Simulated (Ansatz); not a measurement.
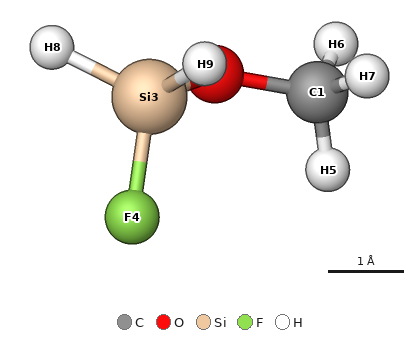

*The structure (ball-and-stick view, seen at a tilt; atoms are numbered from 1 in the order of the input).*

Bond lengths as drawn: C–H 1.08 to 1.09 Å, C–O 1.43 Å, F–Si 1.63 Å, H–Si 1.46 to 1.48 Å and O–Si 1.65 Å.

## CH5FOSi: frequency calculation

The run: frequency calculation of CH5FOSi, SMILES CO[SiH2]F. Method and program: HF/3-21G, RHF (Ansatz 0.2.0).

The geometry was optimised with HF/3-21G. Figures and captions count atoms from 1; the log counts them from 0 in places.

## Input file
```yaml
crystal:
  periodic: [false, false, false]
  atoms:
    - {symbol: C, position_ang: [-0.285263, 1.207578, -0.718577]}
    - {symbol: O, position_ang: [-0.662070, -0.039551, -0.124560]}
    - {symbol: Si, position_ang: [0.184442, -1.175650, 0.715369]}
    - {symbol: F, position_ang: [1.200198, -1.945282, -0.296471]}
    - {symbol: H, position_ang: [0.190801, 1.044230, -1.676729]}
    - {symbol: H, position_ang: [-1.181735, 1.789353, -0.862916]}
    - {symbol: H, position_ang: [0.395698, 1.759865, -0.078357]}
    - {symbol: H, position_ang: [-0.767981, -2.143545, 1.264677]}
    - {symbol: H, position_ang: [1.014311, -0.543198, 1.760366]}
basis:
  gaussian:
    orbitals: 3-21G.json
hamiltonian:
  xc: hf
phonons:
  temperatures:
    t_min: 298.15
    t_max: 298.15
    t_step: 1
```

Command:
```bash
ansatz run run.yaml --threads 1 --pin off --max-ram 3480MiB --events-out events.jsonl --progress --plain --runs-dir runs
```

## What the program printed
```
Functional definition: HF
  name "HF"
  exchange = exact_x
  correlation = 0
586 factors; integrals over basis functions are off by at most 5.4e-4 eV
mean field evaluation 1: about -13641.3135 eV, gradient 3.3e1 eV
mean field evaluation 2: about -13641.5349 eV, gradient 3.4e1 eV
mean field evaluation 4: about -13643.6292 eV, gradient 1.9e0 eV
mean field evaluation 8: about -13643.6515 eV, gradient 1.9e-1 eV
mean field -13643.65155713 eV, -501.3949467253 hartree, gradient 2.2e-5 eV, S^2 0.000000; 0 other end points of the search recorded, 0 dependent functions left out
the calculation of the forces begins
reference -13643.65155713 eV, -501.3949467253 hartree; 21, 21 occupied and 29, 29 virtual orbitals, 586 factors
these checks for a lower state are left out or cut short: stability, starts, cluster_reference, orbital_swaps, neighbouring_geometries, increment
586 factors; integrals over basis functions are off by at most 5.4e-4 eV
mean field evaluation 16: about -13643.3496 eV, gradient 2.6e-3 eV
mean field -13643.65136113 eV, -501.3949395224 hartree, gradient 4.1e-6 eV, S^2 0.000000; 0 other end points of the search recorded, 0 dependent functions left out
[... from here on the field's lines of each further geometry are left out, up to the last ...]
the calculation of the forces begins
reference -13643.65152170 eV, -501.3949454234 hartree; 21, 21 occupied and 29, 29 virtual orbitals, 586 factors
these checks for a lower state are left out or cut short: stability, starts, cluster_reference, orbital_swaps, neighbouring_geometries, increment
586 factors; integrals over basis functions are off by at most 5.4e-4 eV
mean field -13643.65152135 eV, -501.3949454104 hartree, gradient 4.1e-6 eV, S^2 0.000000; 0 other end points of the search recorded, 0 dependent functions left out
the calculation of the forces begins
reference -13643.65152135 eV, -501.3949454104 hartree; 21, 21 occupied and 29, 29 virtual orbitals, 586 factors
Total energy: -13643.65155713 eV, -501.3949467253 hartree
Atom 0 at    -0.285263     1.207578    -0.718577 Å, force     0.000051    -0.000420     0.000344 eV/Å
Atom 1 at    -0.662070    -0.039551    -0.124560 Å, force     0.000275    -0.000344     0.000379 eV/Å
Atom 2 at     0.184442    -1.175650     0.715369 Å, force     0.000136    -0.000615     0.000610 eV/Å
Atom 3 at     1.200198    -1.945282    -0.296471 Å, force    -0.000337     0.000592    -0.000432 eV/Å
Atom 4 at     0.190801     1.044230    -1.676729 Å, force     0.000193     0.000099    -0.000142 eV/Å
Atom 5 at    -1.181735     1.789353    -0.862916 Å, force    -0.000102     0.000455    -0.000478 eV/Å
Atom 6 at     0.395698     1.759865    -0.078357 Å, force    -0.000174    -0.000028    -0.000154 eV/Å
Atom 7 at    -0.767981    -2.143545     1.264677 Å, force    -0.000161     0.000075    -0.000174 eV/Å
Atom 8 at     1.014311    -0.543198     1.760366 Å, force     0.000117     0.000186     0.000048 eV/Å
Dipole moment:     0.003380     0.405945     0.172592 e Å
Vibrations: 88.06 103.65 183.26 365.56 760.92 784.48 840.51 957.25 1016.50 1108.69 1244.82 1275.87 1319.25 1644.34 1685.02 1693.38 2353.49 2422.26 3182.58 3243.32 3295.43 cm⁻¹, zero-point energy 1.833022 eV
```

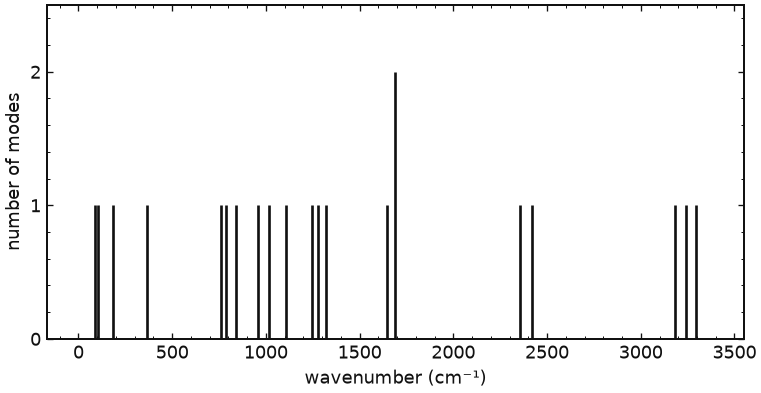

*Harmonic vibrational wavenumbers from the force constants; neighbouring modes closer than 15 cm⁻¹ are counted in one stick.*

21 modes from 88 to 3295 cm⁻¹, none imaginary.

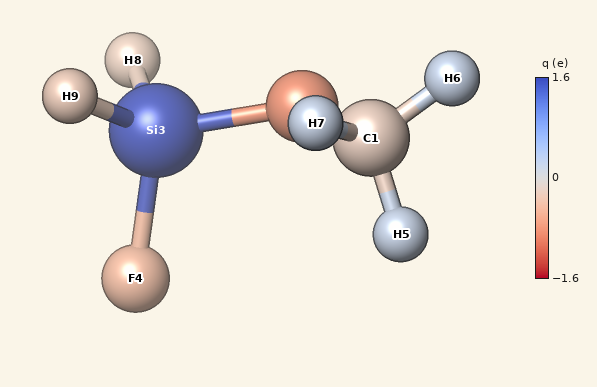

*Mulliken charges, as the colour of each atom (ball-and-stick view, seen at a tilt; atoms are numbered from 1 in the order of the input; Mulliken charges depend strongly on the basis).*

By element: C −0.22, O −0.88, Si +1.57, F −0.53 and H −0.28 to +0.22 e.

## Summary

```csv
quantity,value
outcome,converged
total energy,−501.394947 hartree
basis functions,50
largest force,0.001 eV/Å
zero-point energy,0.067362 hartree
dipole moment,2.12 D
"wavenumbers, lowest and highest",88 and 3295 cm⁻¹
hardware,"1 thread of Arm Neoverse V2, 24 GiB of memory available, shared host"
wall time,18 s
peak memory,0.086 GiB
```
